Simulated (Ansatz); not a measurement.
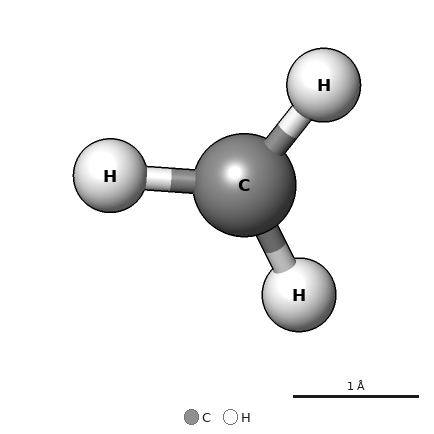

The picture shows a molecular structure as a ball-and-stick model. Every bond is drawn as one stick, whatever its order.

The species is neutral and a spin doublet.

Description:

The molecule is CH3. The point group is D3h. It is an open-shell species. All atoms lie on one plane. Coordination: 1 C trigonal planar.

The parts below concern this one geometry. Atoms keep their numbers from picture to picture. Computed geometry: PBE0-D4/def2-TZVP optimisation.

**Electronic properties**

Properties computed with UKS PBE0-D4/def2-TZVP (Ansatz 0.2.0).

What does the calculation give?

- ⟨S²⟩ of the determinant: 0.755
- harmonic zero-point energy: 78.2 kJ/mol

**Vibrations**

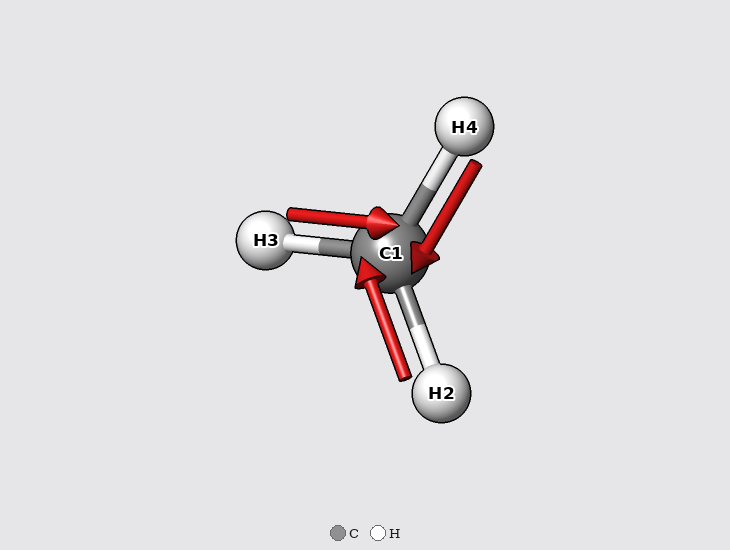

The arrows show one normal mode. Harmonic vibrations computed with UKS PBE0-D4/def2-TZVP (Ansatz 0.2.0) at a stationary point of the same level.

> What kind of motion is it?

Mostly in-phase stretching of 3 C–H bonds.

> At what wavenumber does it lie?

3128 cm⁻¹; it is mode 4 of 6 counted from the lowest.

**Charges**

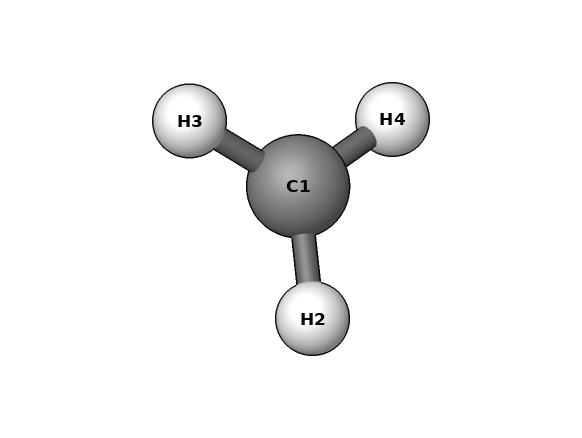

The questions are on Mulliken charges. Method: UKS PBE0-D4/def2-TZVP (Ansatz 0.2.0).

Give the Mulliken charges atom by atom.

| atom | value (e) |
| --- | --- |
| C1 | −0.42 |
| H2 | 0.14 |
| H3 | 0.14 |
| H4 | 0.14 |

Mulliken values depend strongly on the basis set and can even reverse the polarity of a bond.
